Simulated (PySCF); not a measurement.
# C2H7NOSi: geometry, spin-spin couplings

Wanted: the spin-spin couplings of C2H7NOSi (`C/C=N/[SiH2]O`), by calculation.

Programs: PySCF 2.14.0, with density-fitted response routines of our own. Each step states its level of theory. These are calculated values for one molecule in the gas phase, unless marked as measured. Atoms are numbered from 0 throughout.

### Step 1. The molecule as given

12 atoms, charge 0, multiplicity 1; geometry from: GFN2-xTB. The atoms were then displaced at random by about 0.01 Å, so the start is not that level's minimum.

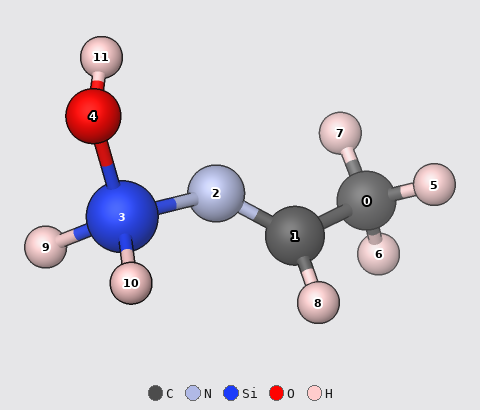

As it starts; carbon dark grey, nitrogen light blue, silicon blue, oxygen red, hydrogen pink, atoms numbered.

### Step 2. Optimising the geometry at PBE0-D3(BJ)/def2-SVP

The job: settings as JSON, then the geometry in Å.

```
{"job": {"xc": "PBE0", "basis": "def2-SVP", "d3": "d3bj", "grid": 1, "shake": 0.01, "kind": "geom"}, "charge": 0, "multiplicity": 1}
C      2.222910    -0.058470    -0.176390
C      0.852360    -0.183990     0.442980
N     -0.219270    -0.060220    -0.217480
Si    -1.843300    -0.210210     0.156420
O     -2.624090     1.062340    -0.517490
H      2.745590     0.774160     0.310760
H      2.779630    -0.954480    -0.042470
H      2.125180     0.189230    -1.245990
H      0.876230    -0.393080     1.542370
H     -2.247300    -1.472260    -0.481550
H     -2.318850    -0.129060     1.557690
H     -2.309410     1.407780    -1.337870
```

Started as:

```
> OMP_NUM_THREADS=1 python probes_run.py task.json out
```

One launch serves the whole session: the jobs run in the order shown.

**Question.** This job is followed by: B3LYP/6-31G* indirect spin-spin coupling, non-relativistic, gas phase. What will the session give for the following? point group; rotational constants (main isotopes); largest coupling of the table (B3LYP/6-31G*).

The runs gave:

| quantity | value |
| --- | --- |
| point group | C1 |
| rotational constants (main isotopes) | 13.46, 1.74, 1.64 GHz |
| largest coupling of the table (B3LYP/6-31G*) | 1J(Si,H) Si3–H9, -199.6 Hz |

What this shows: Relaxing lowered the energy by 0.189 eV in 12 steps; the close pair that moved most is N2–Si3, from 1.673 to 1.746 Å. Of the pairs tabulated at B3LYP/6-31G*, Si3–H9 (mean over like pairs) couples most strongly (-199.6 Hz; Fermi contact -199.9 Hz). Couplings across rotatable bonds belong to this one conformer; where others are populated, the observed values are averages. Couplings from bases without tight functions are rough.
